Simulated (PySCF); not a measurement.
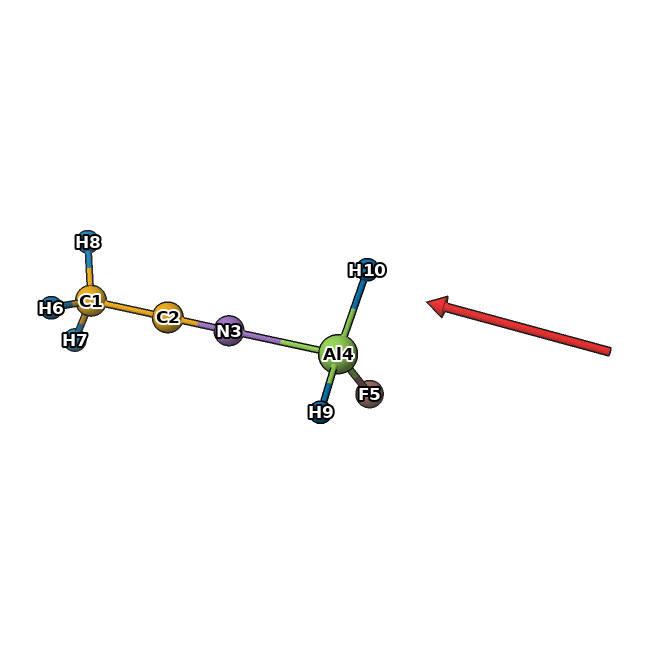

The arrow beside the molecule shows the direction of the dipole moment, from the negative to the positive end (its length means nothing). Computed geometry: PBE0-D3(BJ)/def2-SVP optimisation. No frequency run is at hand to confirm it as a minimum. Properties computed with mPW1PW91/pcSseg-2, gas phase (PySCF 2.14.0).

### How large is the dipole moment?

8.94 D; it points from the side of F5 to the side of H6, H8 (the outermost atoms at the two ends).
